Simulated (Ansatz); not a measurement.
# Hypothetical CdI2 type HfO2: response to strain

Start from HfO2 in the CdI2 type structure (space group P-3m1, No. 164; a hypothetical phase, not in the database extracts checked; layered, stacked along the Cartesian z axis).

```
CELL_PARAMETERS angstrom
      3.22663     0.00000     0.00000
     -1.61331     2.79434     0.00000
      0.00000     0.00000     4.55621
ATOMIC_POSITIONS crystal
  Hf 0.00000 0.00000 0.00000
  O  0.33333 0.66667 0.21083
  O  0.66667 0.33333 0.78917
```

Strains are applied to the cell and any free atomic positions relax.

The values are results of r2SCAN+rVV10 (Ansatz, a quantum-chemistry and plane-wave program, PAW, no spin-orbit coupling), not measurements.

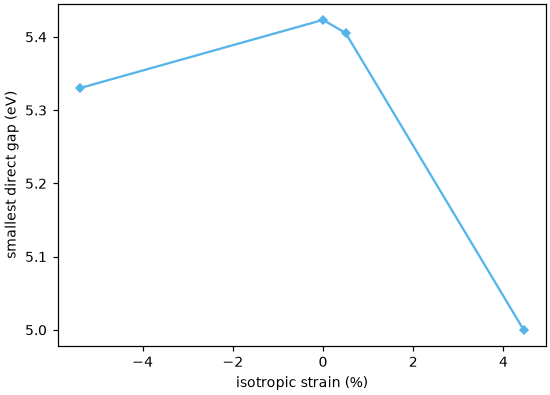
*Smallest direct gap against isotropic strain*

| isotropic strain (%) | smallest direct gap |
|---|---|
| -5.39 | 5.33 eV |
| 0.5 | 5.41 eV |
| 4.45 | 5.00 eV |

With Hf present, leaving out spin-orbit coupling can change the band edges. Whether these cells are dynamically stable was not tested.
